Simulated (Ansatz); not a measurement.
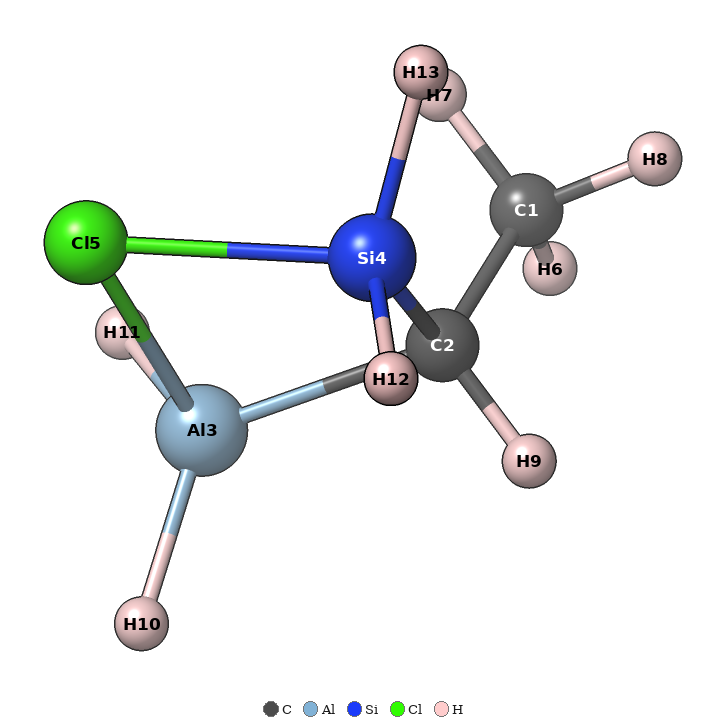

Distant atoms are faded towards the background colour. The computed structure is the end point of a PBE-D4/def2-SVP optimisation. No frequency run is at hand to confirm it as a minimum.

What is the conformation of the ring C2–Al3–Cl5–Si4?

It is puckered (butterfly). The Cremer–Pople amplitude Q is 0.25 Å.

Give the torsion angles round the ring, beginning with the bond from its second to its third atom.

−12°, 13°, −16°, 14°.
